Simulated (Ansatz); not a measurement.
Rock-salt ZrC was calculated with HSE06-D3(BJ) in Ansatz (plane waves, PAW).

Numerical settings: plane-wave cutoff 460 eV, 10×10×10 k mesh, Fermi–Dirac smearing 0.05 eV, scalar-relativistic PAW data made under PBE.

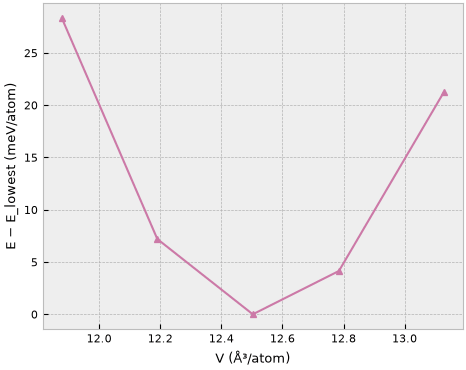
Figure. Total energy against volume

Question: From the curve, estimate the equilibrium volume and the bulk modulus.

Answer: V0 ≈ 12.5 Å³/atom and B0 ≈ 250 GPa; the fit gives V0 = 12.523 Å³/atom, B0 = 251 GPa, B′ = 3.9.

Measured, for comparison: bulk modulus 223 GPa (temperature not stated, no zero-point or thermal correction, from single-crystal elastic constants, our sources range from 208 to 223; as tabulated in arXiv:1102.4063); equilibrium volume per atom 12.95 Å³/atom (temperature not stated, no zero-point or thermal correction; as tabulated in Zhang et al. (2018), doi:10.1088/1367-2630/aac7f0). Computed (rounded) less measured: bulk modulus +13 % (+13 % to +21 % over the range), equilibrium volume per atom -3.3 %.

Computed values are for the static lattice.

Cost on a shared machine: about 15 core-minutes (a rough figure).

Ansatz is a quantum-chemistry and plane-wave program.
